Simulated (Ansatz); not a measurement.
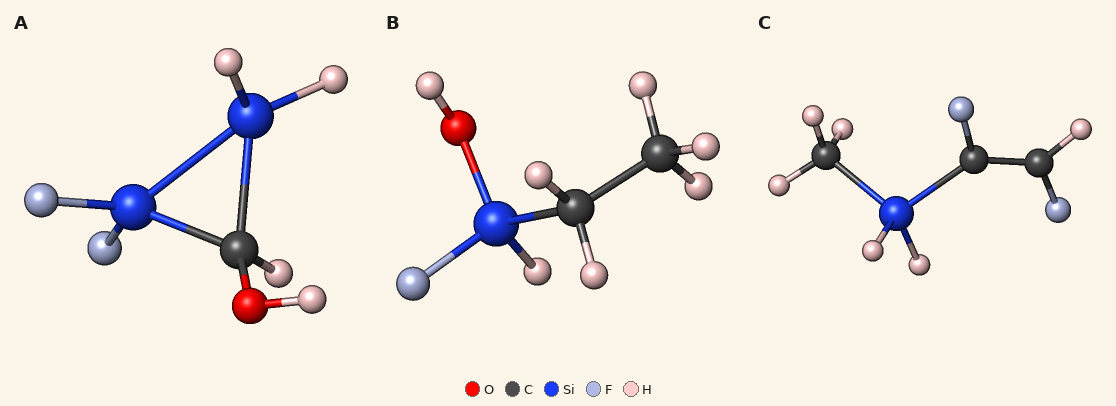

Figure made from data computed with Ansatz.

> Which panel belongs to which SMILES?
(1) C[SiH2]/C(F)=C\F
(2) O[C@@H]1[SiH2][Si]1(F)F
(3) CC[Si@H](O)F

A is (2), B is (3), C is (1).
